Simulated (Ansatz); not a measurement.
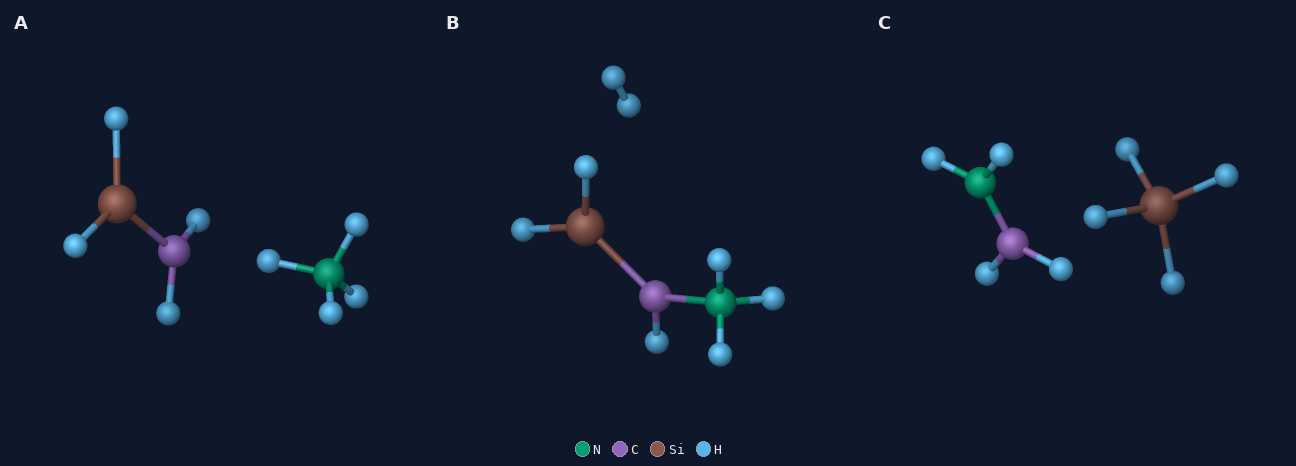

3 stationary structures of one formula. The species has charge +1 and is a spin singlet. Geometries: PBE0-D4/def2-TZVP. Electronic energies: RHF-CCSD(T) (frozen core)/def2-TZVPP (Ansatz 0.2.0), without zero-point energy. No frequency run is at hand to confirm each as a minimum. Each is one conformer, not always the lowest.

> Rank them by energy, lowest first.

A is lowest; C lies 5.3 kcal/mol above it, B lies 28.8 kcal/mol above it.
